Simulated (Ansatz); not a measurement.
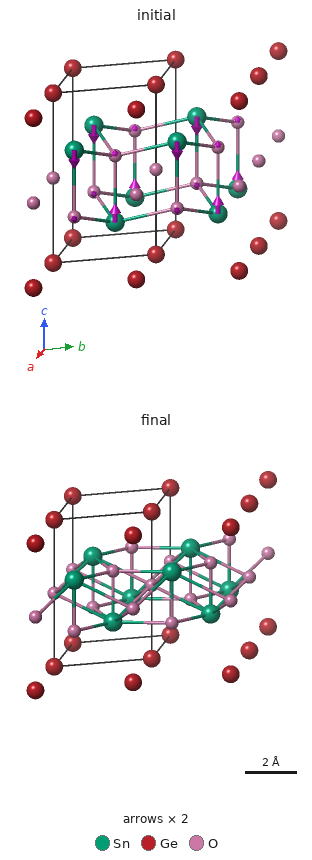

The structure of a crystal of Sn₂GeO₃ (a generated structure, set up in P-3m1) (coarse preliminary run) before (top) and after (bottom) a relaxation, at one scale. The purple arrows give the displacements (the part carried along by the change of the cell is left out), magnified 2 times.

The picture is a ball-and-stick view of the cell of the calculation, repeated 2 × 2 × 1 with one cell outlined, seen slightly off an axis.

Method: Ansatz, DFT PBE, scalar-relativistic, plane waves, PAW.

The input:
```yaml
crystal:
  lattice:
    - [4.33143641, 0.0, 0.0]
    - [-2.16571821, 3.75113397, 0.0]
    - [0.0, 0.0, 6.92707556]
  atoms:
    - { symbol: Sn, position: [0.66666667, 0.33333333, 0.74452806] }
    - { symbol: Sn, position: [0.33333333, 0.66666667, 0.25547194] }
    - { symbol: Ge, position: [0.0, 0.0, 0.0] }
    - { symbol: O, position: [0.0, 0.0, 0.5] }
    - { symbol: O, position: [0.66666667, 0.33333333, 0.3533428] }
    - { symbol: O, position: [0.33333333, 0.66666667, 0.6466572] }
basis:
  ecutwfc: 420
kpoints:
  mp_grid: { grid: [6, 6, 4] }
hamiltonian:
  xc: pbe
scf:
  occupations: { method: gaussian, width: 0.1 }
  lower_state_search: "off"
output:
  forces: true
  stress: true
  eigenvalues: true
relax:
  adjacent_minimum: "off"
  f_tol: 0.04
  max_steps: 70
  cell: { stress_tol: 0.4 }
```

Command:
```bash
ansatz run input.yaml --threads 1 --pin off --max-ram 2560MiB --backend cpu --events-out ev --progress --plain --runs-dir out
```

### What changed between the two?

Over 8 accepted moves (11 points after the start) the energy falls by 681 meV per atom. Largest force component: 3.2 eV/Å at the start, 0.007 eV/Å at the end. Pressure: −15.61 GPa at the start and 0.06 GPa at the end. The line search rejected the trial step at point 3 of the run. At 2 points the geometry stayed and the basis and grid were re-selected for the new cell (energy shift of 3.8 meV per atom at most each time). The largest moves relative to the cell, 0.39 Å, are those of Sn1 and Sn2. Sn1 goes along −c. By element the largest moves are Sn 0.39 Å, O 0.13 Å. Ge stays in place. The volume changes by −22.0 %, with a = b 4.331 → 4.112 Å (−5.1 %), c 6.927 → 5.993 Å (−13.5 %). Among the contacts that change: Sn1–O5 2.710 → 2.083 Å, Sn1–O4 3.020 → 2.605 Å, Sn1–O6 2.591 → 2.375 Å. The space group stays P-3m1 (No. 164). The run took 21 s on 1 thread of AMD EPYC 9R45 96-Core Processor (Zen 5) (shared host), peak memory 0.46 GiB.
